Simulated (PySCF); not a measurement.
**Geometry relaxation, with input and output: CH$_{7}$FSi$_{2}$**

- system: CH$_{7}$FSi$_{2}$
- method: PBE0-D3(BJ)/def2-SVPD geometry optimisation, gas phase (PySCF 2.14.0)

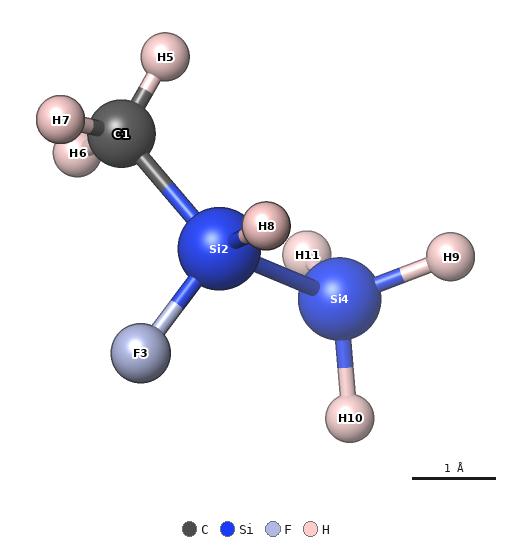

*The starting structure (ball-and-stick view, seen at a tilt; atoms are numbered from 1 in the order of the input).*

Bond lengths as drawn: C–H 1.09 Å, C–Si 1.90 Å, F–Si 1.63 Å, H–Si 1.46 to 1.47 Å and Si–Si 2.31 Å.

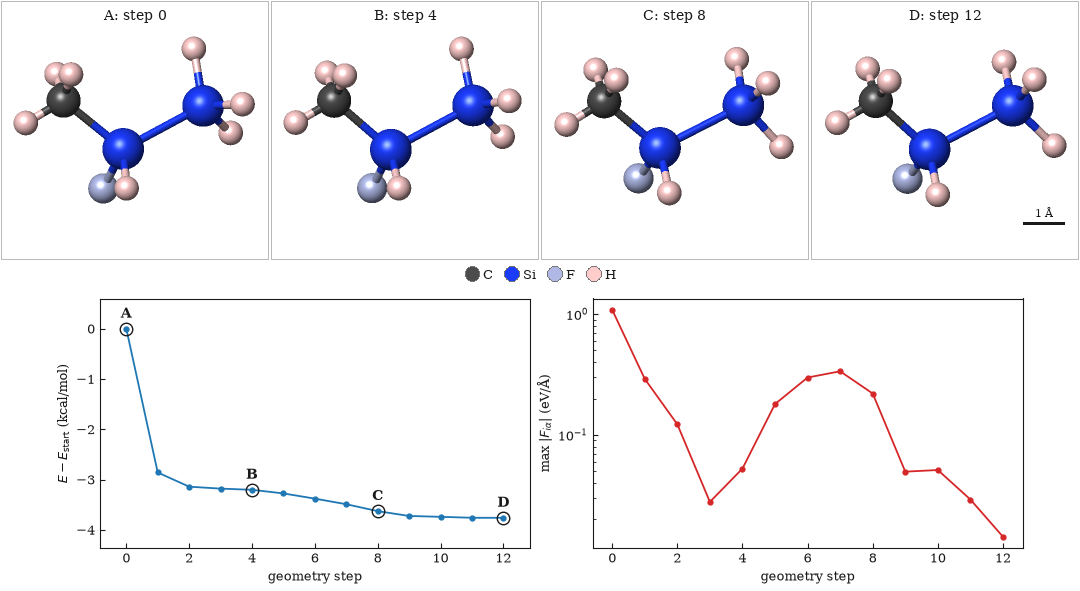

*Frames of the relaxation (ball-and-stick view, seen at a tilt) above the curves, on which the letters mark them (steps are counted from 0).*

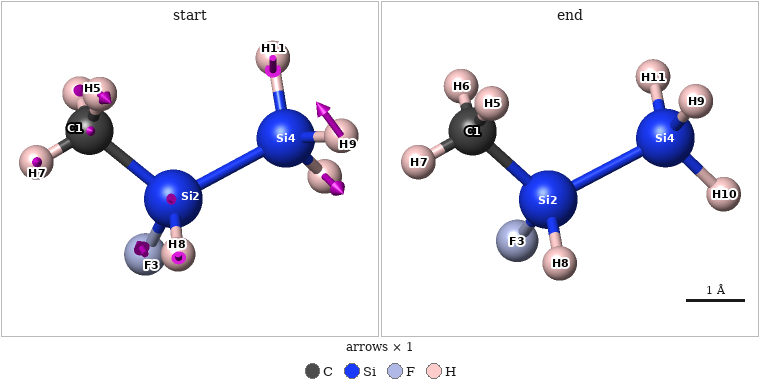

*Before (left) and after (right) the relaxation, at one scale (ball-and-stick view, seen at a tilt). The pink arrows give the displacements, at true length.*

Over 12 geometry steps the energy falls by 3.76 kcal/mol. Largest force component: 1.1 eV/Å at the start, 0.014 eV/Å at the end. The largest move after the best rigid fit is that of H9, 0.75 Å. By element the largest moves are H 0.75 Å, F 0.43 Å, Si 0.19 Å, C 0.14 Å. Among the contacts that change: Si2–Si4 2.307 → 2.348 Å, C1–Si2 1.898 → 1.867 Å, Si2–H8 1.465 → 1.495 Å, Si4–H9 1.467 → 1.496 Å. Among the angles that change: Si4–Si2–H8 117.3° → 111.2°, F3–Si2–H8 101.0° → 106.1°, C1–Si2–F3 105.0° → 108.4°. (Atoms are counted from 1 in the order of the input.)

The input and output of the run follow.

The input
```
{"job": {"xc": "PBE0", "basis": "def2-SVPD", "d3": "d3bj", "grid": 2, "kind": "geom"}, "charge": 0, "multiplicity": 1}
C     -1.173486    -0.792161     1.036742
Si     0.566686    -0.457899     0.356045
F      1.023750    -1.854717    -0.337505
Si     0.655840     1.210165    -1.235589
H     -1.544962     0.054971     1.605646
H     -1.881699    -0.984421     0.234408
H     -1.182945    -1.658993     1.692446
H      1.514680    -0.376511     1.469579
H      1.219611     2.442507    -0.674713
H      1.476642     0.858257    -2.396829
H     -0.674116     1.558803    -1.750229
```

The first line tells a small driver script what to run in PySCF; the rest is the geometry in Å.

Launched with:
```bash
OMP_NUM_THREADS=1 python <driver script> task.json out
```

What the program printed
```
step   0  E = -720.53437642  max force = 0.021123
step   1  E = -720.53893116  max force = 0.005653
step   2  E = -720.53938065  max force = 0.002377
step   3  E = -720.53944221  max force = 0.000541
step   4  E = -720.53947942  max force = 0.001022
step   5  E = -720.53959448  max force = 0.003499
step   6  E = -720.53975926  max force = 0.005805
step   7  E = -720.53993633  max force = 0.006538
step   8  E = -720.54015543  max force = 0.004279
step   9  E = -720.54030873  max force = 0.000963
step  10  E = -720.54033544  max force = 0.000994
step  11  E = -720.54036555  max force = 0.000567
step  12  E = -720.54036760  max force = 0.000277
optimisation converged
```

Trajectory as extended XYZ (Å, eV, eV/Å), 10 of the 13 frames kept, from step=0 to step=12
```
11
Properties=species:S:1:pos:R:3:forces:R:3 step=0 energy=-19606.73906
C    -1.1735   -0.7922    1.0367    0.6371   0.3191  -0.3616
Si    0.5667   -0.4579    0.3560   -1.0862  -0.4786   0.7484
F     1.0237   -1.8547   -0.3375    0.2699  -0.7983  -0.6966
Si    0.6558    1.2102   -1.2356    0.0312   0.3070  -0.1232
H    -1.5450    0.0550    1.6057   -0.1713   0.4395   0.2670
H    -1.8817   -0.9844    0.2344   -0.2446  -0.0323  -0.3881
H    -1.1829   -1.6590    1.6925    0.1734  -0.3566   0.2689
H     1.5147   -0.3765    1.4696    0.3655   0.4460   0.4180
H     1.2196    2.4425   -0.6747    0.2184   0.4461   0.3133
H     1.4766    0.8583   -2.3968    0.3613  -0.2981  -0.3557
H    -0.6741    1.5588   -1.7502   -0.5548   0.0062  -0.0905
11
Properties=species:S:1:pos:R:3:forces:R:3 step=1 energy=-19606.86300
C    -1.1902   -0.7182    1.0336   -0.0542  -0.2907  -0.0149
Si    0.5389   -0.6042    0.3331    0.0321   0.2564  -0.0115
F     0.9446   -2.0246   -0.4178   -0.1135   0.1597   0.1691
Si    0.6983    1.1302   -1.2547   -0.0068  -0.0944  -0.0151
H    -1.4761    0.1988    1.5717    0.1226   0.0332  -0.0335
H    -1.9327   -0.8850    0.2386    0.0228  -0.0008   0.0087
H    -1.2535   -1.5585    1.7432   -0.0411   0.0317  -0.0069
H     1.5174   -0.3822    1.4436    0.0245  -0.1367  -0.0510
H     1.2539    2.3698   -0.6298   -0.0077  -0.0105   0.0166
H     1.5794    0.7136   -2.3860   -0.0037   0.0409  -0.0191
H    -0.6710    1.4380   -1.7739    0.0250   0.0112  -0.0425
11
Properties=species:S:1:pos:R:3:forces:R:3 step=3 energy=-19606.87691
C    -1.1937   -0.7350    1.0427   -0.0006  -0.0063   0.0161
Si    0.5289   -0.5815    0.3407   -0.0089   0.0262   0.0079
F     0.9153   -2.0052   -0.4007   -0.0018  -0.0278  -0.0213
Si    0.6987    1.1342   -1.2649   -0.0067   0.0006   0.0034
H    -1.4606    0.1876    1.5815   -0.0097   0.0022  -0.0009
H    -1.9365   -0.8929    0.2476    0.0019   0.0086  -0.0040
H    -1.2572   -1.5744    1.7508    0.0080   0.0051   0.0028
H     1.5273   -0.4034    1.4381    0.0114  -0.0043  -0.0063
H     1.2455    2.3737   -0.6313   -0.0100   0.0026   0.0052
H     1.5965    0.7257   -2.3856    0.0119  -0.0004   0.0088
H    -0.6554    1.4488   -1.8173    0.0047  -0.0067  -0.0118
11
Properties=species:S:1:pos:R:3:forces:R:3 step=4 energy=-19606.87792
C    -1.1943   -0.7358    1.0475    0.0149   0.0525   0.0144
Si    0.5255   -0.5797    0.3386   -0.0090  -0.0254   0.0086
F     0.9045   -2.0042   -0.4063   -0.0006  -0.0211  -0.0269
Si    0.6982    1.1348   -1.2666   -0.0009   0.0141   0.0020
H    -1.4574    0.1874    1.5880   -0.0138  -0.0104  -0.0007
H    -1.9393   -0.8896    0.2540   -0.0038  -0.0034  -0.0020
H    -1.2547   -1.5752    1.7552    0.0039  -0.0068   0.0032
H     1.5314   -0.4105    1.4306    0.0064   0.0092  -0.0043
H     1.2313    2.3767   -0.6257   -0.0123   0.0027   0.0015
H     1.6126    0.7306   -2.3754    0.0145  -0.0017   0.0100
H    -0.6490    1.4432   -1.8384    0.0007  -0.0098  -0.0058
11
Properties=species:S:1:pos:R:3:forces:R:3 step=5 energy=-19606.88105
C    -1.1945   -0.7337    1.0659    0.0468   0.1799   0.0045
Si    0.5134   -0.5788    0.3276   -0.0019  -0.1505  -0.0032
F     0.8617   -2.0046   -0.4341   -0.0071   0.0151  -0.0219
Si    0.6974    1.1357   -1.2719    0.0169   0.0397   0.0001
H    -1.4434    0.1903    1.6133   -0.0150  -0.0355   0.0015
H    -1.9509   -0.8738    0.2810   -0.0165  -0.0360   0.0052
H    -1.2450   -1.5741    1.7716   -0.0103  -0.0340   0.0017
H     1.5458   -0.4379    1.3990   -0.0042   0.0343   0.0011
H     1.1669    2.3890   -0.6032   -0.0172   0.0042  -0.0079
H     1.6798    0.7537   -2.3293    0.0180   0.0007   0.0111
H    -0.6223    1.4118   -1.9182   -0.0095  -0.0180   0.0078
11
Properties=species:S:1:pos:R:3:forces:R:3 step=7 energy=-19606.89035
C    -1.1851   -0.7034    1.1315    0.0777   0.3171  -0.0226
Si    0.4716   -0.5985    0.2763    0.0085  -0.3362  -0.0707
F     0.6794   -2.0198   -0.5526   -0.0086   0.0915   0.0275
Si    0.7019    1.1311   -1.2895    0.0499   0.0840   0.0276
H    -1.3673    0.2194    1.7076    0.0006  -0.0574   0.0043
H    -1.9935   -0.7986    0.3934   -0.0340  -0.0788   0.0211
H    -1.2119   -1.5532    1.8256   -0.0375  -0.0633  -0.0028
H     1.5912   -0.5560    1.2666   -0.0215   0.0550   0.0179
H     0.8560    2.4224   -0.5479   -0.0126   0.0076  -0.0290
H     1.9341    0.8894   -2.0979    0.0090   0.0158   0.0007
H    -0.4677    1.2449   -2.2115   -0.0315  -0.0354   0.0257
11
Properties=species:S:1:pos:R:3:forces:R:3 step=8 energy=-19606.89631
C    -1.1769   -0.6832    1.1447    0.0381   0.1742  -0.0270
Si    0.4643   -0.6186    0.2574    0.0152  -0.2200  -0.0610
F     0.6255   -2.0342   -0.5896   -0.0045   0.0860   0.0454
Si    0.7070    1.1271   -1.2893    0.0363   0.0534   0.0240
H    -1.3323    0.2382    1.7286    0.0131  -0.0284   0.0021
H    -2.0041   -0.7685    0.4258   -0.0207  -0.0460   0.0172
H    -1.2080   -1.5370    1.8355   -0.0281  -0.0335  -0.0029
H     1.5993   -0.5977    1.2309   -0.0176   0.0188   0.0140
H     0.7416    2.4261   -0.5462   -0.0065   0.0016  -0.0182
H     2.0010    0.9534   -2.0150   -0.0017   0.0193  -0.0083
H    -0.4087    1.1722   -2.2813   -0.0237  -0.0254   0.0146
11
Properties=species:S:1:pos:R:3:forces:R:3 step=9 energy=-19606.90048
C    -1.1682   -0.6632    1.1393   -0.0304  -0.0495  -0.0189
Si    0.4719   -0.6427    0.2493    0.0262   0.0227  -0.0068
F     0.6160   -2.0540   -0.6002   -0.0031   0.0284   0.0287
Si    0.7111    1.1225   -1.2816    0.0075  -0.0208  -0.0031
H    -1.3038    0.2593    1.7237    0.0177   0.0147   0.0022
H    -2.0045   -0.7458    0.4298    0.0032   0.0128   0.0022
H    -1.2178   -1.5175    1.8310   -0.0023   0.0118   0.0013
H     1.5993   -0.6226    1.2312   -0.0028  -0.0288  -0.0006
H     0.6876    2.4249   -0.5455   -0.0053  -0.0046   0.0079
H     2.0176    0.9971   -1.9949   -0.0086   0.0155  -0.0107
H    -0.4003    1.1195   -2.2805   -0.0022  -0.0021  -0.0021
11
Properties=species:S:1:pos:R:3:forces:R:3 step=11 energy=-19606.90203
C    -1.1606   -0.6487    1.1328   -0.0026  -0.0146   0.0064
Si    0.4840   -0.6564    0.2497   -0.0006   0.0288   0.0145
F     0.6113   -2.0669   -0.5994    0.0032  -0.0291  -0.0167
Si    0.7103    1.1130   -1.2777   -0.0042  -0.0022  -0.0023
H    -1.2699    0.2786    1.7163   -0.0028   0.0014   0.0003
H    -1.9978   -0.7083    0.4225    0.0031   0.0117  -0.0034
H    -1.2336   -1.4993    1.8266    0.0020   0.0039  -0.0013
H     1.6074   -0.6621    1.2358    0.0005  -0.0008  -0.0014
H     0.6298    2.4093   -0.5346    0.0004   0.0005   0.0016
H     2.0228    1.0451   -1.9868    0.0002  -0.0002   0.0005
H    -0.3948    1.0733   -2.2835    0.0008   0.0005   0.0018
11
Properties=species:S:1:pos:R:3:forces:R:3 step=12 energy=-19606.90209
C    -1.1599   -0.6475    1.1324    0.0021  -0.0029   0.0045
Si    0.4852   -0.6576    0.2498   -0.0015   0.0100   0.0070
F     0.6110   -2.0685   -0.5998    0.0013  -0.0143  -0.0087
Si    0.7098    1.1121   -1.2771   -0.0023   0.0011  -0.0015
H    -1.2669    0.2798    1.7164   -0.0015  -0.0004   0.0008
H    -1.9962   -0.7028    0.4209    0.0003   0.0057  -0.0021
H    -1.2357   -1.4983    1.8254   -0.0007  -0.0003  -0.0014
H     1.6086   -0.6657    1.2358    0.0009   0.0015  -0.0012
H     0.6253    2.4077   -0.5329    0.0009  -0.0001   0.0002
H     2.0226    1.0485   -1.9860    0.0004  -0.0008   0.0009
H    -0.3950    1.0701   -2.2831    0.0001   0.0005   0.0014
```

Results in brief

| quantity | value |
| --- | --- |
| outcome | converged |
| total energy | −720.540368 hartree |
| dipole moment | 1.92 D |
| point group | C1 |
| hardware | 1 CPU thread, shared host |
| wall time | 3.4 min |
| peak memory | 0.63 GiB |
